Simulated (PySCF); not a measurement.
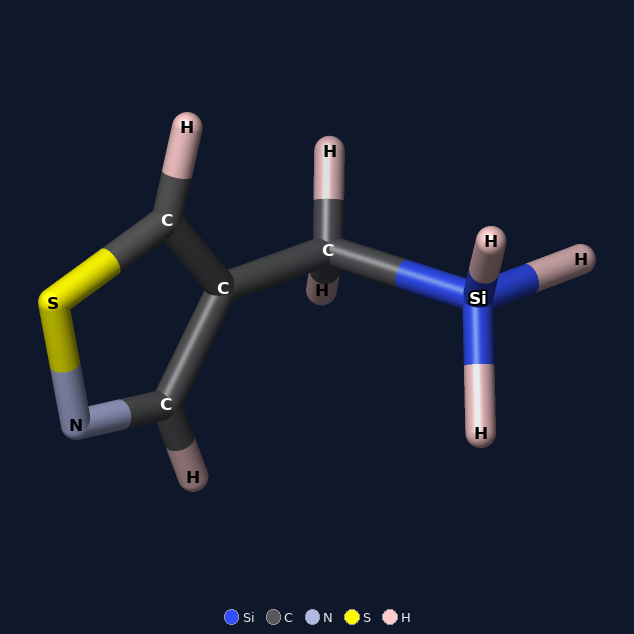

> Which formula does it have?

C4H7NSSi, 14 atoms: 4 carbon, 7 hydrogen, 1 nitrogen, 1 sulfur and 1 silicon.

> Describe its rings.

Independent rings (smallest set): 1 of 5 members, 1 of them aromatic.

> How many bonds of each kind are drawn?

4 C–H, 3 C–C, 3 Si–H, 1 C–Si, 1 C–N, 1 N–S, 1 C–S.

More results for the same structure follow; atom numbers are the same in all pictures, views and colours differ. Computed geometry: PBE0-D3(BJ)/def2-SVP optimisation. No frequency run is at hand to confirm it as a minimum.

### Geometry

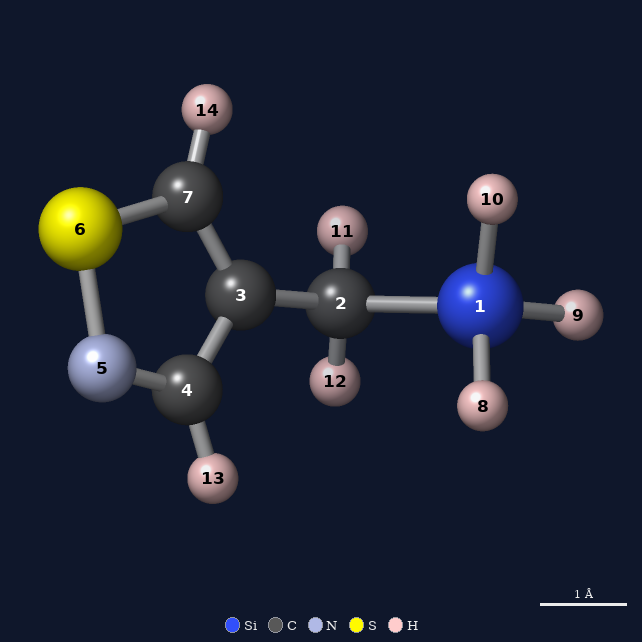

No frequency run is at hand to confirm it as a minimum.

List the bonds and their lengths.

```tsv
bond	length (Å)	order
Si1–C2	1.898	single
Si1–H8	1.494	single
Si1–H9	1.496	single
Si1–H10	1.494	single
C2–C3	1.495	single
C2–H11	1.101	single
C2–H12	1.102	single
C3–C4	1.431	aromatic
C3–C7	1.377	aromatic
C4–N5	1.311	aromatic
C4–H13	1.095	single
N5–S6	1.654	aromatic
S6–C7	1.709	aromatic
C7–H14	1.090	single
```

### NMR shielding

The questions are on isotropic NMR shieldings of the H atoms. No frequency run is at hand to confirm it as a minimum. Method: GIAO PBE0/pcSseg-1 NMR shielding, non-relativistic, IEF-PCM chloroform (PySCF 2.14.0).

> Which H atom is the most shielded (lowest chemical shift)?

H12 (28.75 ppm).

> Which H atom is the least shielded (highest chemical shift)?

H13 (22.88 ppm).

> How wide is the range of H shifts?

5.87 ppm.

Give the isotropic NMR shieldings of the H atoms atom by atom.

| atom | σ (ppm) |
| --- | --- |
| H8 | 27.40 |
| H9 | 27.10 |
| H10 | 27.49 |
| H11 | 28.72 |
| H12 | 28.75 |
| H13 | 22.88 |
| H14 | 22.98 |

### Ring current

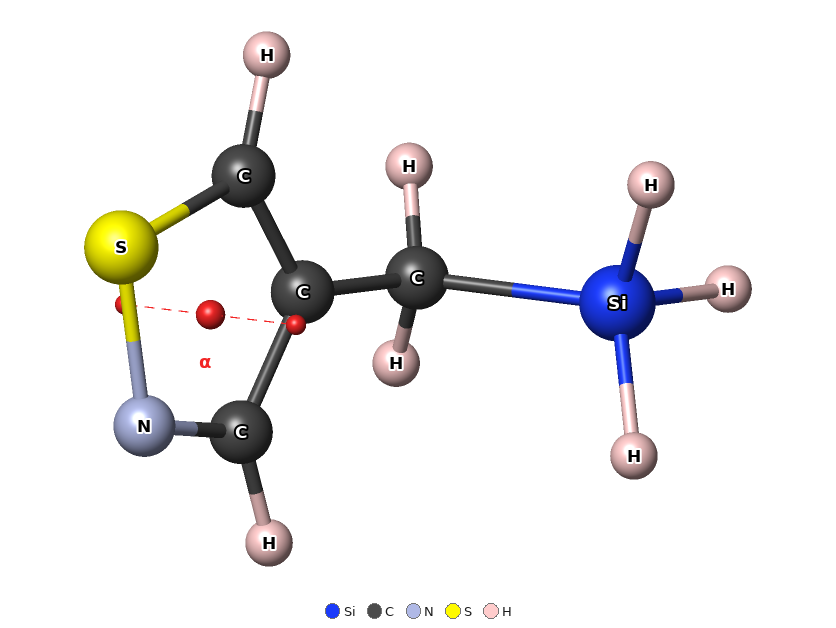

The small points mark where nucleus-independent chemical shifts (NICS) were computed: at the centre of each lettered ring and 1 Å above and below it. No frequency run is at hand to confirm it as a minimum. Properties computed with GIAO PBE0/pcSseg-1 NMR shielding, non-relativistic, IEF-PCM chloroform (PySCF 2.14.0).

Give NICS(0), NICS(1) and the out-of-plane component NICS(1)zz for each ring (means of the two sides).

```json
{"ring": "α", "members": "C3NS", "NICS(0)": "−12.7", "NICS(1)": "−11.8", "NICS(1)zz": "−28.9"}
```

Values in ppm.

> What do the values say about the ring currents?

Ring α: diatropic, as in an aromatic ring. NICS is one index among several.

### Levels of theory compared

No frequency run is at hand to confirm it as a minimum. Program: PySCF 2.14.0.

Tabulate dipole (D), HOMO energy (eV) at these levels: BHandHLYP/aug-pcX-1 (pcseg-1 on H) (def2-SVPD on Si) (def2-SVPD on S); CAM-B3LYP/def2-SVPD; CAM-B3LYP/def2-SVPD in chloroform (IEF-PCM); CAM-B3LYP/def2-SVPD in tetrahydrofuran (IEF-PCM); PBE0/pcSseg-1 in chloroform (IEF-PCM); PBE0/pcSseg-1 in tetrahydrofuran (IEF-PCM).

| level | dipole (D) | HOMO energy (eV) |
| --- | --- | --- |
| BHandHLYP/aug-pcX-1 (pcseg-1 on H) (def2-SVPD on Si) (def2-SVPD on S) | 2.85 | −7.97 |
| CAM-B3LYP/def2-SVPD | 2.78 | −8.34 |
| CAM-B3LYP/def2-SVPD in chloroform (IEF-PCM) | 3.60 | −8.27 |
| CAM-B3LYP/def2-SVPD in tetrahydrofuran (IEF-PCM) | 3.74 | −8.26 |
| PBE0/pcSseg-1 in chloroform (IEF-PCM) | 3.45 | −7.10 |
| PBE0/pcSseg-1 in tetrahydrofuran (IEF-PCM) | 3.58 | −7.10 |

### Excitation

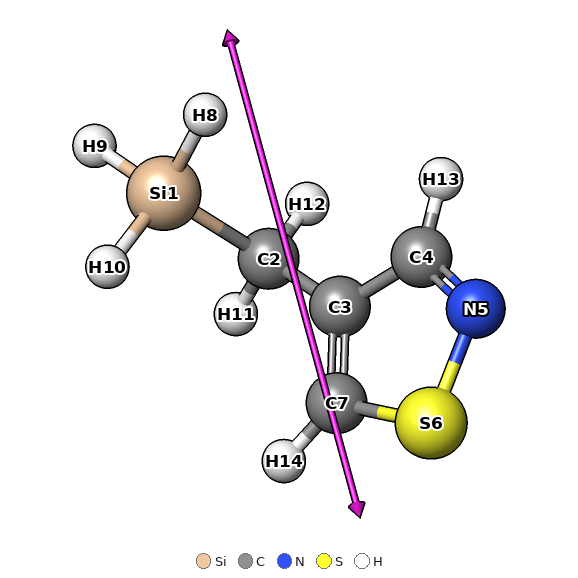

The double arrow shows the direction of the transition dipole to excited singlet state 1 (its length means nothing). No frequency run is at hand to confirm it as a minimum. Properties computed with TDDFT CAM-B3LYP/def2-SVPD, vertical, IEF-PCM chloroform (non-equilibrium linear response), core orbitals frozen in the response (PySCF 2.14.0).

> Give its energy, strength and character.

5.29 eV (235 nm), oscillator strength 0.20, mainly HOMO → LUMO (weight 0.94); transition dipole 3.13 D.
